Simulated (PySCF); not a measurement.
# C$_{6}$H$_{10}$NS (doublet): what the fields show

```xyz
18

N     2.7750    0.7949   -0.3815
C     1.7547    0.1394    0.2641
C     0.3644    0.2415   -0.1742
C    -0.6539    0.6207    0.9235
C    -2.0106    0.2125    0.3423
C    -1.6950   -0.8207   -0.6989
S    -2.7459   -1.4020   -1.8002
C    -0.2406   -1.1146   -0.6635
H     3.7025    0.4080   -0.2997
H     2.5542    1.1780   -1.2885
H     2.0249   -0.4700    1.1080
H     0.2901    0.9617   -0.9960
H    -0.6044    1.6795    1.1714
H    -0.4339    0.0462    1.8240
H    -2.6834   -0.1906    1.1012
H    -2.5273    1.0539   -0.1261
H    -0.0234   -1.8739    0.0924
H     0.1437   -1.4583   -1.6232
```

Geometry: GFN2-xTB.

Computed with UKS B3LYP, pcH-1 on C H N S, non-relativistic, mean-field spin-orbit, GIAO (PySCF).

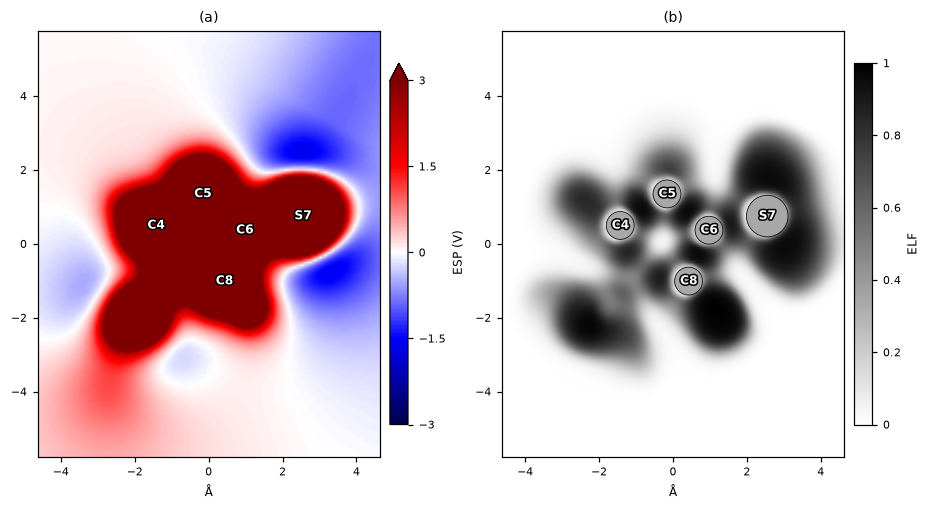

Figure 1. (a) molecular electrostatic potential; (b) electron localisation function on the plane of atoms C5, C6 and C8. Grey discs cover the atomic cores in the ELF map.

**Describe what can be read from this map.**

The plane passes through C and S nuclei. C–C (1.48 Å): the ELF peaks at about 0.95 between the atoms; localised, covalent bonding. C–S (1.63 Å): the ELF peaks at about 0.90 between the atoms: a covalent bond. C–C (1.53 Å): the ELF peaks at about 0.95 between the atoms: a covalent bond. The ELF also peaks beside S7, away from the bonds: non-bonding electrons, paired or unpaired. Outside the dense part of the molecule the potential is most negative (−1.6 V) near S7.

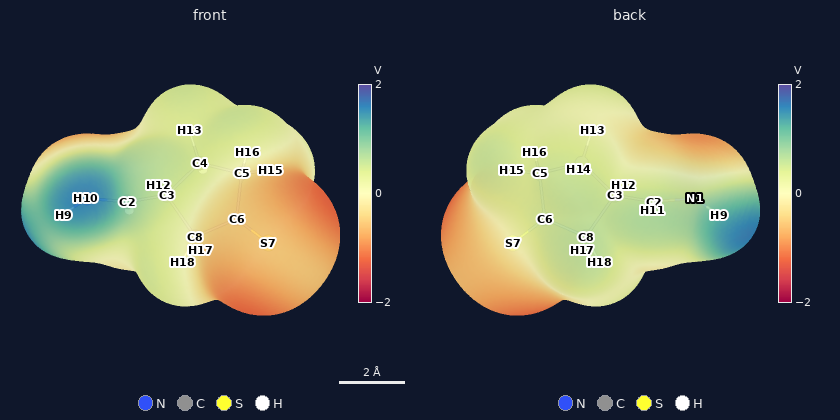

Figure 2. The molecular electrostatic potential painted on the density surface at 0.001 e/bohr³, seen from the front and from behind; red is negative and blue positive.

**Where is the surface potential most negative and most positive?**

The most negative region (about −1.2 V) lies over S7, the most positive (about +1.6 V) over H9 and H10.
